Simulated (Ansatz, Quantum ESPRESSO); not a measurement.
# Ballistic transmission: Ge chain with one atom pushed 1.0 Å aside at constant bond length, part 2 of 4

Wanted: the transmission near the Fermi level and the conductance of this junction: Ge chain with one atom pushed 1.0 Å aside at constant bond length.

Quantum ESPRESSO 7.5; plane-wave DFT, PBE, GBRV ultrasoft pseudopotentials; cross-check by Ansatz 0.2.0 with PAW datasets.

So far. Step 2 (Ground state): The run needed 12 iterations to bring the estimated error under 1e-07 Ry; the largest force on any atom, held or free, is 0.63 eV/Å.

## 3. The open system

Level of this step: transmission by pwcond, lead and junction from one cell; plane-wave DFT, PBE, GBRV ultrasoft pseudopotentials (Quantum ESPRESSO).

prefixt takes both regions from one run: the lead from 0 to bdl, the scattering region from bdl to bds (units of alat). ikind = 1 puts the same lead on both sides. The program's T_tot counts both spins in a run without spin; the tables below give T per spin.

File cond.in:

```
&inputcond
  outdir = './out'
  prefixt = 'scf'
  tran_file = 'cond.dat'
  bdl = 0.6266666667
  bds = 3.3870978747
  ikind = 1
  ewind = 4.0
  epsproj = 1e-05
  nz1 = 7
  energy0 = 2.0
  denergy = -0.1
/
1
  0.00000000 0.00000000 1.00000000
41
```

Launch:

```bash
OMP_NUM_THREADS=1 mpirun -n 2 pwcond.x -in cond.in > cond.out
```

Output:

```text
[banner, memory and clock lines left out]
Program PWCOND v.7.5 starts

          URL

     ./out/scf.save/

     IMPORTANT: XC functional enforced from input :
     Exchange-correlation= PBE
                           (   1   4   3   4   0   0   0)
     Any further DFT definition will be discarded
     Please, verify this is what you really want

     Check: negative core charge=   -0.000002

     negative rho (up, down):  1.366E-04 0.000E+00
     Reading collected, re-writing distributed wavefunctions

===== INPUT FILE containing all the regions =====

     GEOMETRY:

     lattice parameter (alat)  =      14.1729  a.u.
     the volume                =    9642.9105 (a.u.)^3
     the cross section         =     200.8724 (a.u.)^2
     l of the unit cell        =       3.3871 (alat)
     number of atoms/cell      =           11
     number of atomic types    =            1

     crystal axes: (cart. coord. in units of alat)
               a(1) = (  1.0000  0.0000  0.0000 )
               a(2) = (  0.0000  1.0000  0.0000 )
               a(3) = (  0.0000  0.0000  3.3871 )

   Cartesian axes

     site n.     atom                  positions (alat units)
          1        Ge     tau(  1)=(  0.5000  0.5000  3.3871  )
          2        Ge     tau(  2)=(  0.5000  0.5000  0.3133  )
          3        Ge     tau(  3)=(  0.5000  0.5000  0.6267  )
          4        Ge     tau(  4)=(  0.5000  0.5000  0.9400  )
          5        Ge     tau(  5)=(  0.5000  0.5000  1.2533  )
          6        Ge     tau(  6)=(  0.6333  0.5000  1.5369  )
          7        Ge     tau(  7)=(  0.5000  0.5000  1.8204  )
          8        Ge     tau(  8)=(  0.5000  0.5000  2.1338  )
          9        Ge     tau(  9)=(  0.5000  0.5000  2.4471  )
         10        Ge     tau( 10)=(  0.5000  0.5000  2.7604  )
         11        Ge     tau( 11)=(  0.5000  0.5000  3.0738  )

     nr1s                      =           54
     nr2s                      =           54
     nr3s                      =          180
     nr1sx                     =           54
     nr2sx                     =           54
     nr3sx                     =          180
     nr1                       =           60
     nr2                       =           60
     nr3                       =          200
     nr1x                      =           60
     nr2x                      =           60
     nr3x                      =          200

 _______________________________
  Radii of nonlocal spheres:

     type       ibeta     ang. mom.          radius (alat units)
       Ge         1         0                    0.1426
       Ge         2         0                    0.1426
       Ge         3         1                    0.1426
       Ge         4         1                    0.1426
       Ge         5         2                    0.1426
       Ge         6         2                    0.1426
----- General information -----

--- T calc. with identical leads (ikind=1) ---

     nrx                       =           54
     nry                       =           54
     nz1                       =            7

     energy0               =         2.0E+00
     denergy               =        -1.0E-01
     nenergy               =         41
     ecut2d                =         3.4E+01
     ewind                 =         4.0E+00
     epsproj               =         1.0E-05

     number of k_|| points=    1
                       cryst. coord.
        k(    1) = (   0.0000000   0.0000000), wk =   1.0000000
----- Information about left/right lead -----

     nocros                   =           18
     noins                    =           18
     norb                     =           54
     norbf                    =          180
     nrz                      =           33

      iorb      type   ibeta   ang. mom.   m       position (alat)
        1        1       1        0        1   taunew(   1)=(  0.5000  0.5000  0.0000)
        2        1       2        0        1   taunew(   2)=(  0.5000  0.5000  0.0000)
        3        1       3        1        1   taunew(   3)=(  0.5000  0.5000  0.0000)
        4        1       3        1        2   taunew(   4)=(  0.5000  0.5000  0.0000)
        5        1       3        1        3   taunew(   5)=(  0.5000  0.5000  0.0000)
        6        1       4        1        1   taunew(   6)=(  0.5000  0.5000  0.0000)
        7        1       4        1        2   taunew(   7)=(  0.5000  0.5000  0.0000)
        8        1       4        1        3   taunew(   8)=(  0.5000  0.5000  0.0000)
        9        1       5        2        1   taunew(   9)=(  0.5000  0.5000  0.0000)
       10        1       5        2        2   taunew(  10)=(  0.5000  0.5000  0.0000)
       11        1       5        2        3   taunew(  11)=(  0.5000  0.5000  0.0000)
       12        1       5        2        4   taunew(  12)=(  0.5000  0.5000  0.0000)
       13        1       5        2        5   taunew(  13)=(  0.5000  0.5000  0.0000)
       14        1       6        2        1   taunew(  14)=(  0.5000  0.5000  0.0000)
       15        1       6        2        2   taunew(  15)=(  0.5000  0.5000  0.0000)
       16        1       6        2        3   taunew(  16)=(  0.5000  0.5000  0.0000)
       17        1       6        2        4   taunew(  17)=(  0.5000  0.5000  0.0000)
       18        1       6        2        5   taunew(  18)=(  0.5000  0.5000  0.0000)
       19        1       1        0        1   taunew(  19)=(  0.5000  0.5000  0.3133)
       20        1       2        0        1   taunew(  20)=(  0.5000  0.5000  0.3133)
       21        1       3        1        1   taunew(  21)=(  0.5000  0.5000  0.3133)
       22        1       3        1        2   taunew(  22)=(  0.5000  0.5000  0.3133)
       23        1       3        1        3   taunew(  23)=(  0.5000  0.5000  0.3133)
       24        1       4        1        1   taunew(  24)=(  0.5000  0.5000  0.3133)
       25        1       4        1        2   taunew(  25)=(  0.5000  0.5000  0.3133)
       26        1       4        1        3   taunew(  26)=(  0.5000  0.5000  0.3133)
       27        1       5        2        1   taunew(  27)=(  0.5000  0.5000  0.3133)
       28        1       5        2        2   taunew(  28)=(  0.5000  0.5000  0.3133)
       29        1       5        2        3   taunew(  29)=(  0.5000  0.5000  0.3133)
       30        1       5        2        4   taunew(  30)=(  0.5000  0.5000  0.3133)
       31        1       5        2        5   taunew(  31)=(  0.5000  0.5000  0.3133)
       32        1       6        2        1   taunew(  32)=(  0.5000  0.5000  0.3133)
       33        1       6        2        2   taunew(  33)=(  0.5000  0.5000  0.3133)
[...]
166        1       3        1        2   taunew( 166)=(  0.5000  0.5000  2.7604)
      167        1       3        1        3   taunew( 167)=(  0.5000  0.5000  2.7604)
      168        1       4        1        1   taunew( 168)=(  0.5000  0.5000  2.7604)
      169        1       4        1        2   taunew( 169)=(  0.5000  0.5000  2.7604)
      170        1       4        1        3   taunew( 170)=(  0.5000  0.5000  2.7604)
      171        1       5        2        1   taunew( 171)=(  0.5000  0.5000  2.7604)
      172        1       5        2        2   taunew( 172)=(  0.5000  0.5000  2.7604)
      173        1       5        2        3   taunew( 173)=(  0.5000  0.5000  2.7604)
      174        1       5        2        4   taunew( 174)=(  0.5000  0.5000  2.7604)
      175        1       5        2        5   taunew( 175)=(  0.5000  0.5000  2.7604)
      176        1       6        2        1   taunew( 176)=(  0.5000  0.5000  2.7604)
      177        1       6        2        2   taunew( 177)=(  0.5000  0.5000  2.7604)
      178        1       6        2        3   taunew( 178)=(  0.5000  0.5000  2.7604)
      179        1       6        2        4   taunew( 179)=(  0.5000  0.5000  2.7604)
      180        1       6        2        5   taunew( 180)=(  0.5000  0.5000  2.7604)
 ngper, shell number =          545          70
 ngper, n2d =          545         173
---  E-Ef =    2.0000000  k =    0.0000000   0.0000000
---  ie =          1  ik =          1
 Nchannels of the left tip =            3
 Right moving states:
   k1(2pi/a)   k2(2pi/a)   E-Ef (eV)
  -0.3148255  -0.0000152   2.0000000
  -0.3160073  -0.0000140   2.0000000
   0.3223379  -0.0000129   2.0000000
 Left moving states:
   k1(2pi/a)   k2(2pi/a)   E-Ef (eV)
   0.3148255  -0.0000152   2.0000000
   0.3160073  -0.0000140   2.0000000
  -0.3223379  -0.0000129   2.0000000

 to transmit
 Band j to band i transmissions and reflections:
    j         i     |T_ij|^2    |R_ij|^2

    1 -->     1     0.36053     0.29600
    1 -->     2     0.00000     0.00000
    1 -->     3     0.29058     0.05289
   Total T_j, R_j =    0.65111  0.34889

    2 -->     1     0.00000     0.00000
    2 -->     2     0.99577     0.00423
    2 -->     3     0.00000     0.00000
   Total T_j, R_j =    0.99577  0.00423

    3 -->     1     0.30509     0.05289
    3 -->     2     0.00000     0.00000
    3 -->     3     0.56854     0.07348
   Total T_j, R_j =    0.87363  0.12637

E-Ef(ev), T(x2 spins) =    2.0000000   5.0410362
---  E-Ef =    1.9000000  k =    0.0000000   0.0000000
---  ie =          2  ik =          1
 Nchannels of the left tip =            3
 Right moving states:
   k1(2pi/a)   k2(2pi/a)   E-Ef (eV)
   0.3167921  -0.0000130   1.9000000
  -0.3263971  -0.0000150   1.9000000
  -0.3276206  -0.0000140   1.9000000
 Left moving states:
   k1(2pi/a)   k2(2pi/a)   E-Ef (eV)
  -0.3167921  -0.0000130   1.9000000
   0.3263971  -0.0000150   1.9000000
   0.3276206  -0.0000140   1.9000000

 to transmit
 Band j to band i transmissions and reflections:
    j         i     |T_ij|^2    |R_ij|^2

    1 -->     1     0.54237     0.05809
    1 -->     2     0.32288     0.07666
    1 -->     3     0.00000     0.00000
   Total T_j, R_j =    0.86525  0.13475

    2 -->     1     0.32335     0.07667
    2 -->     2     0.39426     0.20573
    2 -->     3     0.00000     0.00000
   Total T_j, R_j =    0.71761  0.28239

    3 -->     1     0.00000     0.00000
    3 -->     2     0.00000     0.00000
    3 -->     3     0.99649     0.00351
   Total T_j, R_j =    0.99649  0.00351

E-Ef(ev), T(x2 spins) =    1.9000000   5.1586895
---  E-Ef =    1.8000000  k =    0.0000000   0.0000000
---  ie =          3  ik =          1
 Nchannels of the left tip =            3
 Right moving states:
   k1(2pi/a)   k2(2pi/a)   E-Ef (eV)
   0.3111901  -0.0000129   1.8000000
  -0.3381305  -0.0000151   1.8000000
  -0.3393570  -0.0000140   1.8000000
 Left moving states:
   k1(2pi/a)   k2(2pi/a)   E-Ef (eV)
  -0.3111901  -0.0000129   1.8000000
   0.3381305  -0.0000151   1.8000000
   0.3393570  -0.0000140   1.8000000

 to transmit
 Band j to band i transmissions and reflections:
    j         i     |T_ij|^2    |R_ij|^2

    1 -->     1     0.51980     0.06692
    1 -->     2     0.35851     0.05477
    1 -->     3     0.00000     0.00000
   Total T_j, R_j =    0.87831  0.12169

    2 -->     1     0.35389     0.05477
    2 -->     2     0.39657     0.19477
    2 -->     3     0.00000     0.00000
   Total T_j, R_j =    0.75046  0.24954

    3 -->     1     0.00000     0.00000
    3 -->     2     0.00000     0.00000
    3 -->     3     0.99710     0.00290
   Total T_j, R_j =    0.99710  0.00290

E-Ef(ev), T(x2 spins) =    1.8000000   5.2517406
[... further energies and points left out ...]
---  E-Ef =   -1.8000000  k =    0.0000000   0.0000000
---  ie =         39  ik =          1
 Nchannels of the left tip =            1
 Right moving states:
   k1(2pi/a)   k2(2pi/a)   E-Ef (eV)
   0.0940945  -0.0000105  -1.8000000
 Left moving states:
   k1(2pi/a)   k2(2pi/a)   E-Ef (eV)
  -0.0940945  -0.0000105  -1.8000000

 to transmit
 Band j to band i transmissions and reflections:
    j         i     |T_ij|^2    |R_ij|^2

    1 -->     1     0.47815     0.52185
   Total T_j, R_j =    0.47815  0.52185

E-Ef(ev), T(x2 spins) =   -1.8000000   0.9562931
---  E-Ef =   -1.9000000  k =    0.0000000   0.0000000
---  ie =         40  ik =          1
 Nchannels of the left tip =            1
 Right moving states:
   k1(2pi/a)   k2(2pi/a)   E-Ef (eV)
   0.0874774  -0.0000105  -1.9000000
 Left moving states:
   k1(2pi/a)   k2(2pi/a)   E-Ef (eV)
  -0.0874774  -0.0000105  -1.9000000

 to transmit
 Band j to band i transmissions and reflections:
    j         i     |T_ij|^2    |R_ij|^2

    1 -->     1     0.52508     0.47493
   Total T_j, R_j =    0.52508  0.47493

E-Ef(ev), T(x2 spins) =   -1.9000000   1.0501503
---  E-Ef =   -2.0000000  k =    0.0000000   0.0000000
---  ie =         41  ik =          1
 Nchannels of the left tip =            1
 Right moving states:
   k1(2pi/a)   k2(2pi/a)   E-Ef (eV)
   0.0808165  -0.0000104  -2.0000000
 Left moving states:
   k1(2pi/a)   k2(2pi/a)   E-Ef (eV)
  -0.0808165  -0.0000104  -2.0000000

 to transmit
 Band j to band i transmissions and reflections:
    j         i     |T_ij|^2    |R_ij|^2

    1 -->     1     0.56809     0.43191
   Total T_j, R_j =    0.56809  0.43191

E-Ef(ev), T(x2 spins) =   -2.0000000   1.1361780
   T_tot     2.00000      0.50410E+01
   T_tot     1.90000      0.51587E+01
   T_tot     1.80000      0.52517E+01
   T_tot     1.70000      0.53309E+01
   T_tot     1.60000      0.53997E+01
   T_tot     1.50000      0.54587E+01
   T_tot     1.40000      0.55081E+01
   T_tot     1.30000      0.55486E+01
   T_tot     1.20000      0.55806E+01
   T_tot     1.10000      0.56045E+01
   T_tot     1.00000      0.56209E+01
   T_tot     0.90000      0.56299E+01
   T_tot     0.80000      0.56319E+01
   T_tot     0.70000      0.56259E+01
   T_tot     0.60000      0.55910E+01
   T_tot     0.50000      0.56221E+01
   T_tot     0.40000      0.55981E+01
   T_tot     0.30000      0.55745E+01
   T_tot     0.20000      0.55479E+01
   T_tot     0.10000      0.55178E+01
   T_tot    -0.00000      0.54839E+01
   T_tot    -0.10000      0.54455E+01
   T_tot    -0.20000      0.54019E+01
   T_tot    -0.30000      0.53519E+01
   T_tot    -0.40000      0.52940E+01
   T_tot    -0.50000      0.52258E+01
   T_tot    -0.60000      0.51442E+01
   T_tot    -0.70000      0.50448E+01
   T_tot    -0.80000      0.49207E+01
   T_tot    -0.90000      0.47558E+01
   T_tot    -1.00000      0.44966E+01
   T_tot    -1.10000      0.38841E+01
   T_tot    -1.20000      0.42677E+00
   T_tot    -1.30000      0.44884E+00
   T_tot    -1.40000      0.53809E+00
   T_tot    -1.50000      0.64205E+00
   T_tot    -1.60000      0.74970E+00
   T_tot    -1.70000      0.85553E+00
   T_tot    -1.80000      0.95629E+00
   T_tot    -1.90000      0.10502E+01
   T_tot    -2.00000      0.11362E+01

Note: The following floating-point exceptions are signalling: IEEE_UNDERFLOW_FLAG
Note: The following floating-point exceptions are signalling: IEEE_UNDERFLOW_FLAG
```

Run time: 5.4 min. Hardware: 2 MPI ranks of Arm Neoverse V2, shared host; peak memory 0.61 GiB; 11 min of CPU time.

This step gave:

- lead channels at the Fermi level, one spin: 3
- transmission at the Fermi level, one spin: 2.742
- conductance: 2.742 G₀

Per spin. Table of open channels by energy, zero at the Fermi level:

```csv
energy (eV),open channels
-2.00,1
-1.70,1
-1.40,1
-1.10,3
-0.80,3
-0.50,3
-0.20,3
0.00,3
0.20,3
0.50,3
0.80,3
1.10,3
1.40,3
1.70,3
2.00,3
```

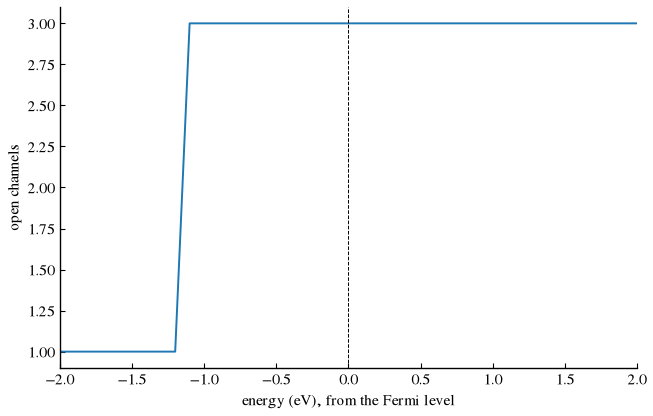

Open channels, plotted against energy.

Per spin. The transmission by energy, zero at the Fermi level:

```csv
energy (eV),transmission
-2.0000,0.568
-1.8000,0.478
-1.5000,0.321
-1.3000,0.224
-1.0000,2.25
-0.8000,2.46
-0.5000,2.61
-0.3000,2.68
0.0000,2.74
0.2000,2.77
0.5000,2.81
0.7000,2.81
0.8000,2.82
1.0000,2.81
1.2000,2.79
1.5000,2.73
1.7000,2.67
2.0000,2.52
```

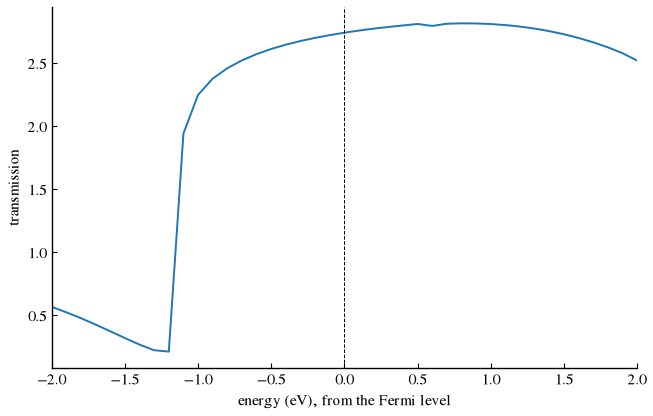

Transmission against energy.

The program's own clock; routines nest. Time by routine:

```csv
routine,wall time (s),calls
PWCOND,321,1
scatter_forw,277.9,82
compbs,24.24,41
compbs_2,19.74,41
local,13.67,1
init,1.08,1
poten,0.06,1
```

At no point does T exceed the number of channels.

(Part 2 of 4 ends here.)

[Logs are printed without paths, hosts, clocks, repeated set-up lines and the standing remarks that a program may print on its own settings, such as how far it seeks lower states.]

[Hosts, paths, dates, database ids (printed as entryN), source tags and the programs' standing remarks are cut or masked in the printed files.]

[Maps of the electrostatic potential energy from Ansatz leave out the sawtooth potential of an applied field or a dipole correction, so their vacuum need not be flat; planar profiles and work functions include it.]
